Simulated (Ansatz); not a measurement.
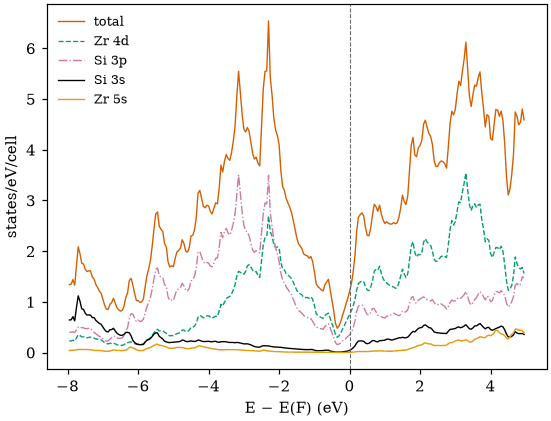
Fig. 1. Total and projected density of states of ZrSi₂ in space group Cmcm (No. 63; Si on 4c, Si on 4c, Zr on 4c), r²SCAN in the plane-wave PAW code Ansatz

Which orbitals carry the states next to the Fermi level?

Within 0.5 eV of the Fermi level: Zr 4d 55 %, Si 3p 33 %, Si 3s 6 %. Projections are on Löwdin-orthogonalised atomic valence shells; empty p or d shells of many metals are not among them.

Where is the tallest occupied peak in this window, and what makes it?

Near -2.3 eV, about 6.5 states/eV per cell; the largest projected share is Si 3p.

The r²SCAN relaxation kept the symmetry of its start; of distortions, only those at the zone centre were tested. No spin polarisation was allowed. Spin–orbit coupling is left out wherever it is not named.

Potentials: the later of the program's two PAW sets.
